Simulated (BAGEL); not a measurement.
# ROHF/6-31G(d) (density fitting with qzvpp-jkfit, spherical functions) run of CH4AlO2 (SMILES C[O][Al][OH])

What is the energy change on altering one bond length of CH4AlO2 at ROHF/6-31G* (density fitting with qzvpp-jkfit, spherical functions)? 

The calculation is run with BAGEL 1.2.2.

3 further runs of the same task are left out: 2 that didn't finish, 1 set aside as unsound or not needed.

## (1) The molecule

CH4AlO2 has 8 atoms, charge 0, and is taken as a doublet. SMILES: `C[O][Al][OH]`. The shape is that of a PBE0-D4/def2-TZVP optimisation. This is one conformer, not always the lowest.

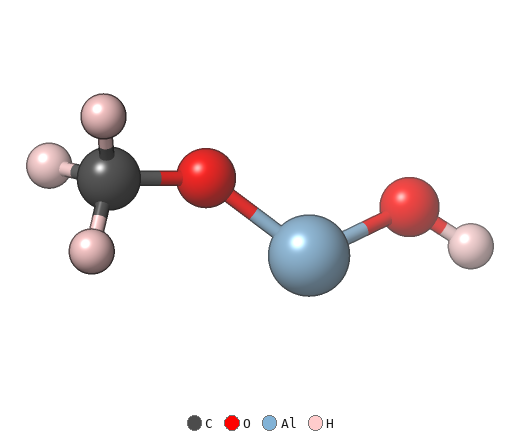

The structure, seen from a chosen angle (carbon dark grey, oxygen red, aluminium light blue, hydrogen pink).

## (2) The energy at ROHF/6-31G(d) (density fitting with qzvpp-jkfit, spherical functions)

The input, input.json:

```json
{ "bagel": [

{
  "title": "molecule",
  "basis": "6-31gs.json",
  "df_basis": "qzvpp-jkfit",
  "angstrom": true,
  "geometry": [
    { "atom": "C", "xyz": [       0.292700,       1.365900,      -0.669900 ] },
    { "atom": "O", "xyz": [      -0.035800,       0.282500,       0.144300 ] },
    { "atom": "Al", "xyz": [      -0.062600,      -1.399600,       0.093000 ] },
    { "atom": "O", "xyz": [      -0.601900,      -2.191900,       1.497900 ] },
    { "atom": "H", "xyz": [       0.661200,       1.058300,      -1.655900 ] },
    { "atom": "H", "xyz": [      -0.585400,       2.002400,      -0.820800 ] },
    { "atom": "H", "xyz": [       1.070000,       1.971500,      -0.192500 ] },
    { "atom": "H", "xyz": [      -0.646300,      -3.146000,       1.548200 ] }
  ]
},

{
  "title": "rohf",
  "nopen": 1
},

{
  "title": "print",
  "file": "orbitals.molden",
  "orbitals": true
}

]}
```

The basis set 6-31G* is read from a file made from the Basis Set Exchange's data (not shown).

Launch:

```console
BAGEL_NUM_THREADS=1 BAGEL input.json > input.out
```

Standard output:

```text
* using 1 threads per process

  ===============================================================
  ===============================================================

  *** Geometry ***

  { "atom" : "C", "xyz" : [      0.553123,      2.581177,     -1.265928 ] },
  { "atom" : "O", "xyz" : [     -0.067652,      0.533848,      0.272687 ] },
  { "atom" : "Al", "xyz" : [     -0.118297,     -2.644861,      0.175745 ] },
  { "atom" : "O", "xyz" : [     -1.137426,     -4.142091,      2.830621 ] },
  { "atom" : "H", "xyz" : [      1.249487,      1.999897,     -3.129197 ] },
  { "atom" : "H", "xyz" : [     -1.106246,      3.783988,     -1.551087 ] },
  { "atom" : "H", "xyz" : [      2.022007,      3.725595,     -0.363772 ] },
  { "atom" : "H", "xyz" : [     -1.221330,     -5.945078,      2.925674 ] },

  Number of auxiliary basis functions:      429

  Since a DF basis is specified, we compute 2- and 3-index integrals:
    o Being stored without compression. Storage requirement is 0.016 GB

  Number of basis functions:       68
  Number of electrons      :       39

    * METHOD: MOLECULE                             0.18

  *** Open-shell HF ***

  === Nuclear Repulsion ===
   149.1814185600

      * DIIS with orbital gradients will be used.

  === ROHF iteration (6-31gs.json) ===
      0       -431.51036759          0.06116195           0.08
      1       -431.69779596          0.04642997           0.08
      2       -431.79104479          0.03193561           0.08
      3       -431.87462837          0.00155662           0.08
      4       -431.87573125          0.00059570           0.08
      5       -431.87594790          0.00026224           0.08
      6       -431.87599609          0.00008674           0.08
      7       -431.87601152          0.00003492           0.08
      8       -431.87601407          0.00000804           0.08
      9       -431.87601487          0.00000281           0.08
     10       -431.87601494          0.00000081           0.08
     11       -431.87601495          0.00000032           0.08
     12       -431.87601495          0.00000016           0.08
     13       -431.87601496          0.00000005           0.08
     14       -431.87601496          0.00000002           0.08
     15       -431.87601496          0.00000001           0.08
    * SCF iteration converged.

    * S^2 (ROHF) is 0.7500

    * Permanent dipole moment:
           (   -0.297745,     0.455916,     0.842894) a.u.

    * METHOD: ROHF                                 1.39

    * METHOD: PRINT                                0.01

  ===============================================================
```

Run time: 1.7 s. Hardware: 1 thread of Arm Neoverse V1, shared host.

## (3) The distorted shape at the same level

The input, input.json:

```json
{ "bagel" : [

{
  "title" : "molecule",
  "basis" : "6-31gs.json",
  "df_basis" : "qzvpp-jkfit",
  "angstrom" : true,
  "geometry" : [
    { "atom" : "C", "xyz" : [       0.686908,       2.666005,      -1.646959 ] },
    { "atom" : "O", "xyz" : [      -0.035800,       0.282500,       0.144300 ] },
    { "atom" : "Al", "xyz" : [      -0.062600,      -1.399600,       0.093000 ] },
    { "atom" : "O", "xyz" : [      -0.601900,      -2.191900,       1.497900 ] },
    { "atom" : "H", "xyz" : [       1.055408,       2.358405,      -2.632959 ] },
    { "atom" : "H", "xyz" : [      -0.191192,       3.302505,      -1.797859 ] },
    { "atom" : "H", "xyz" : [       1.464208,       3.271605,      -1.169559 ] },
    { "atom" : "H", "xyz" : [      -0.646300,      -3.146000,       1.548200 ] }
  ]
},

{ "title" : "rohf", "nopen" : 1 },

{ "title" : "print", "file" : "orbitals.molden", "orbitals" : true }

]}
```

The basis set 6-31G* is read from a file made from the Basis Set Exchange's data (not shown).

Launch:

```console
BAGEL_NUM_THREADS=1 BAGEL input.json > input.out
```

Standard output:

```text
* using 1 threads per process

  ===============================================================
  ===============================================================

  *** Geometry ***

  { "atom" : "C", "xyz" : [      1.298068,      5.038019,     -3.112301 ] },
  { "atom" : "O", "xyz" : [     -0.067652,      0.533848,      0.272687 ] },
  { "atom" : "Al", "xyz" : [     -0.118297,     -2.644861,      0.175745 ] },
  { "atom" : "O", "xyz" : [     -1.137426,     -4.142091,      2.830621 ] },
  { "atom" : "H", "xyz" : [      1.994432,      4.456740,     -4.975571 ] },
  { "atom" : "H", "xyz" : [     -0.361301,      6.240830,     -3.397461 ] },
  { "atom" : "H", "xyz" : [      2.766952,      6.182437,     -2.210146 ] },
  { "atom" : "H", "xyz" : [     -1.221330,     -5.945078,      2.925674 ] },

  Number of auxiliary basis functions:      429

  Since a DF basis is specified, we compute 2- and 3-index integrals:
    o Being stored without compression. Storage requirement is 0.016 GB

  Number of basis functions:       68
  Number of electrons      :       39

    * METHOD: MOLECULE                             0.17

  *** Open-shell HF ***

  === Nuclear Repulsion ===
   127.0198381958

      * DIIS with orbital gradients will be used.

  === ROHF iteration (6-31gs.json) ===
      0       -431.18194452          0.07157733           0.09
      1       -430.52170643          0.11747858           0.08
      2       -430.60783079          0.09956520           0.08
      3       -431.69135967          0.00584617           0.08
      4       -431.69661513          0.00276889           0.08
      5       -431.69770943          0.00133687           0.08
      6       -431.69813250          0.00060647           0.08
      7       -431.69830533          0.00040520           0.08
      8       -431.69839667          0.00015666           0.08
      9       -431.69840595          0.00012634           0.08
     10       -431.69841374          0.00004318           0.08
     11       -431.69841499          0.00002558           0.09
     12       -431.69841474          0.00001590           0.08
     13       -431.69841472          0.00000788           0.08
     14       -431.69841458          0.00000287           0.08
     15       -431.69841480          0.00000235           0.08
     16       -431.69841481          0.00000081           0.09
     17       -431.69841482          0.00000027           0.08
     18       -431.69841483          0.00000016           0.08
     19       -431.69841483          0.00000010           0.08
     20       -431.69841483          0.00000007           0.08
     21       -431.69841483          0.00000004           0.08
     22       -431.69841483          0.00000003           0.08
     23       -431.69841483          0.00000001           0.08
     24       -431.69841483          0.00000001           0.08
    * SCF iteration converged.

    * S^2 (ROHF) is 0.7500

    * Permanent dipole moment:
           (   -0.265062,     2.668811,     0.916081) a.u.

    * METHOD: ROHF                                 2.19

    * METHOD: PRINT                                0.01

  ===============================================================
```

Run time: 2.5 s. Hardware: 1 thread of Arm Neoverse V1, shared host.

## (4) Outcome

Level: ROHF/6-31G* (density fitting with qzvpp-jkfit, spherical functions).

| quantity | value |
| --- | --- |
| first shape: total energy | -431.87601 Eh |
| first shape: dipole moment | 2.55 D |
| first shape: ⟨S²⟩ | 0.750 |
| distorted shape: total energy | -431.69841 Eh |
| distorted shape: dipole moment | 7.20 D |
| distorted shape: ⟨S²⟩ | 0.750 |
| energy change with the C1–O2 bond stretched from 1.394 to 3.068 Å | 4.833 eV |

In words: With the C1–O2 bond stretched from 1.394 to 3.068 Å the energy rises by 4.83 eV (466 kJ/mol). The first shape isn't relaxed at this level, so the change isn't measured from a minimum.
